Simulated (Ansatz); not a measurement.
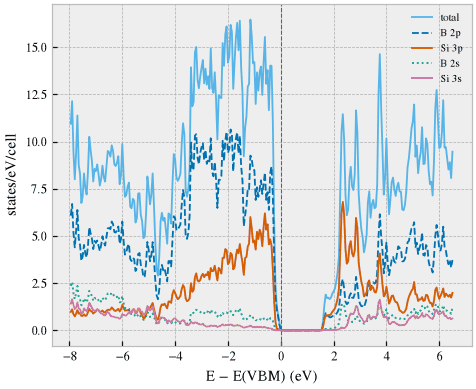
*Total and projected density of states of SiB₃ in space group Imma (No. 74; Pearson symbol oI64), r²SCAN in the plane-wave PAW code Ansatz*

Q: Which orbitals carry the states next to the gap?

A: Top 1 eV of the valence band: B 2p 58 %, Si 3p 36 %. Bottom 1 eV of the conduction band: Si 3p 56 %, B 2p 28 %, B 2s 10 %. Projections are on Löwdin-orthogonalised atomic valence shells; empty p or d shells of many metals are not among them.

Q: Where is the tallest occupied peak in this window, and what makes it?

A: Near -1.1 eV, about 16 states/eV per cell; the largest projected share is B 2p.

The workflow started from a Materials Project entry (that database holds measured and hypothetical structures alike); the Crystallography Open Database copy checked does not list it. Whether it is the stable phase at ambient conditions was not checked. Symmetry was held in the r²SCAN relaxation; whether a distortion lowers the energy is not shown.

Potentials: the later of the program's two PAW sets.
